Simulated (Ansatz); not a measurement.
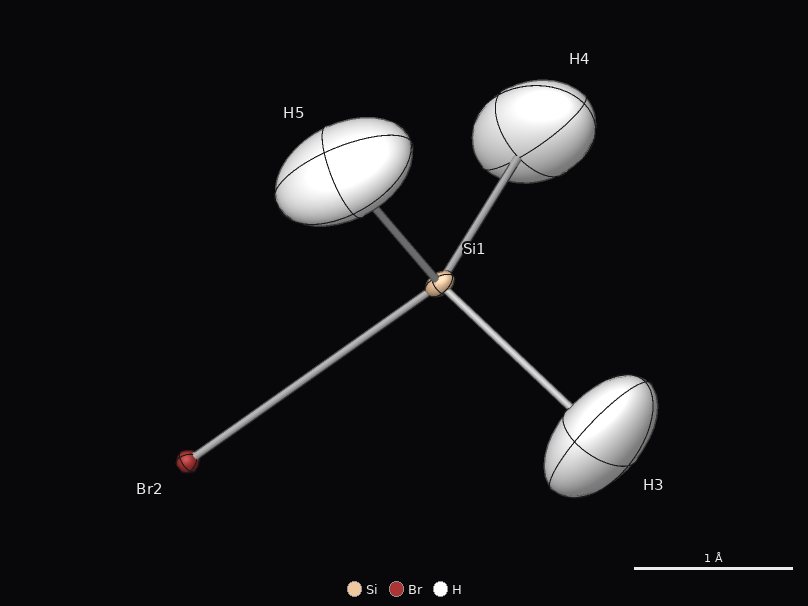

Displacement ellipsoids at the 50 % level, enlarged 2 times, from the internal vibrations of the free molecule (harmonic, no overall translation or rotation; no half-axis is drawn under 0.075 Å). Vibrations computed with RKS PBE0-D4/def2-TZVP (Ansatz 0.2.0). Temperature: 298 K.

**Which atom has the largest mean-square displacement?**

H3, H4, H5, with U_eq = 0.0145 Å².

**Does H3 move more along its bond or across it?**

Across it: the root-mean-square amplitude is 0.086 Å along the bond and up to 0.157 Å across, since bending and torsion are softer than stretching.

Give the displacement parameters, one line for each set of equivalent atoms.

```
      atom  U_eq (Å²)   rms amplitudes (Å)
       Si1    0.00049  0.010, 0.010, 0.035
       Br2    0.00006  0.002, 0.002, 0.013
H3, H4, H5     0.0145  0.085, 0.108, 0.157
```
